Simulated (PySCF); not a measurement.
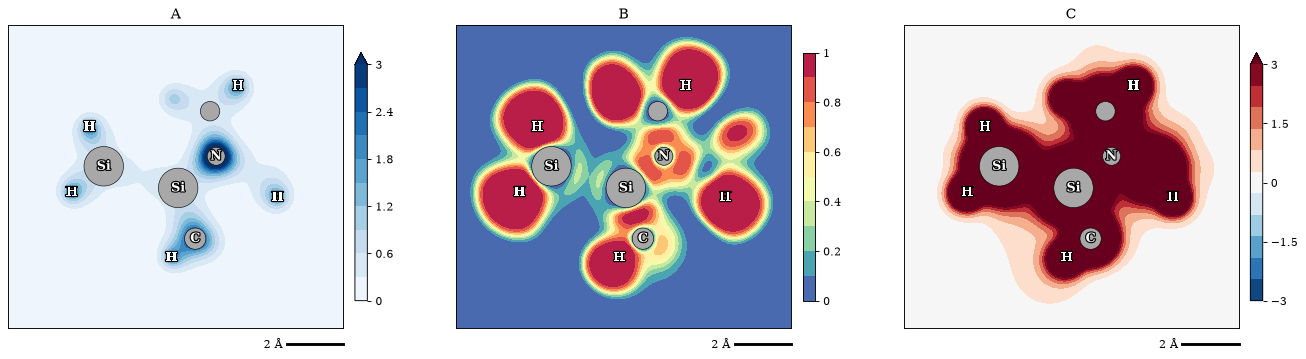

C$_{3}$H$_{15}$NSi$_{4}$: 3 fields on the plane of atoms H20, Si7 and H21, with unlabelled colour scales. Grey discs cover the atomic cores.

Geometry: GFN2-xTB.

Computed with PBE0/pcSseg-1, SCF density, gas phase, non-relativistic (PySCF 2.14.0).

```xyz
23

C     0.0034    2.1496   -0.9193
Si    0.2537    0.4335   -0.1533
N    -1.2791   -0.2884    0.2967
Si   -2.6158    0.7529    0.7015
Si   -1.4117   -2.0259    0.3286
C     1.5571    0.3576    1.2593
Si    2.6874   -0.7787    0.2134
C     1.3969   -0.7048   -1.1943
H     0.9541    2.5686   -1.2309
H    -0.4475    2.8337   -0.2097
H    -0.6431    2.1029   -1.7889
H    -3.1364    1.3822   -0.5165
H    -3.6543   -0.0613    1.3262
H    -2.1394    1.7777    1.6337
H    -2.5183   -2.3806    1.2154
H    -0.1590   -2.5822    0.8424
H    -1.6793   -2.5178   -1.0284
H     2.0024    1.3104    1.5318
H     1.1985   -0.0956    2.1792
H     2.9155   -2.1128    0.7749
H     3.9766   -0.1699   -0.1312
H     1.7644   -0.2582   -2.1139
H     0.9689   -1.6660   -1.4607
```

Which field does each panel show? The fields are: electron density, electron localisation function and electrostatic potential.

Panel A: electron density. Panel B: electron localisation function. Panel C: electrostatic potential (strongly positive close to the atoms and fading to about zero outside). From the grid: Si–N (1.75 Å): ρ at the midpoint is about 1 e/Å³; the ELF peaks at about 0.90 between the atoms: a polar covalent bond. C–Si (1.90 Å): ρ is about 0.93 e/Å³ halfway; the ELF peaks at about 0.95 between the atoms: a covalent bond.
